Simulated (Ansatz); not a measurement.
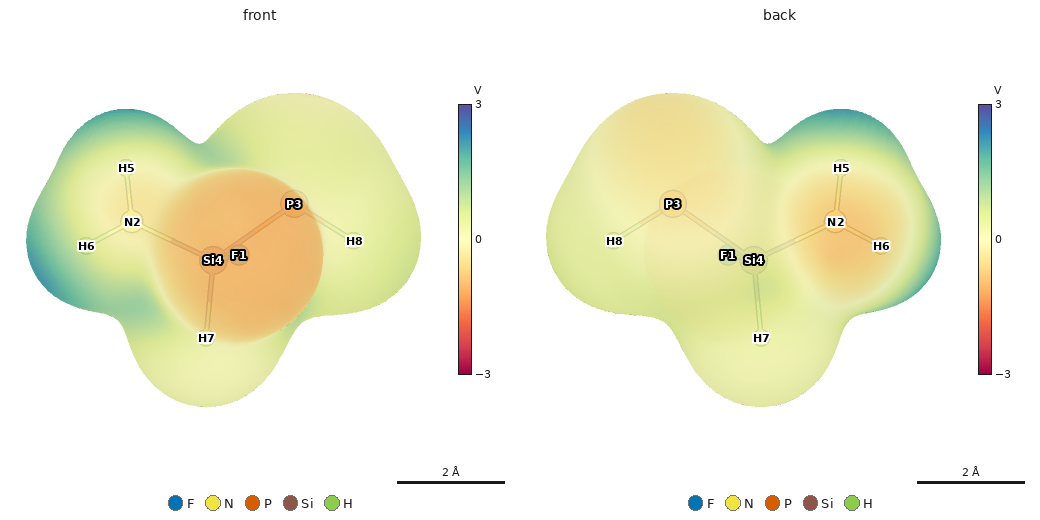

*FH4NPSi (doublet). The molecular electrostatic potential painted on the density surface at 0.002 e/bohr³, seen from the front and from behind; red is negative and blue positive.*

Geometry: B3LYP/6-31G*.

These are results of Ansatz, isolated molecule in a Gaussian basis; Kohn-Sham density functional theory, functional PBE0, not measurements.

```xyz
8

F     0.1582   -1.3570   -0.6972
N    -1.0793   -0.8808    1.7806
P    -2.1370    0.8526   -0.7055
Si   -1.2397   -1.0671    0.0815
H    -0.6755   -0.0426    2.1813
H    -0.9128   -1.6871    2.3716
H    -2.0881   -2.2637   -0.1464
H    -2.0031    0.4526   -2.0728
```

Which sites attract a positive test charge, and which a negative one?

A positive charge is drawn to the negative regions and a negative charge to the positive ones. The most negative region (about −1.1 V) lies over F1, the most positive (about +2.1 V) over H5 and H6.

How polar is the molecule by this calculation?

Its dipole moment is 1.45 D.
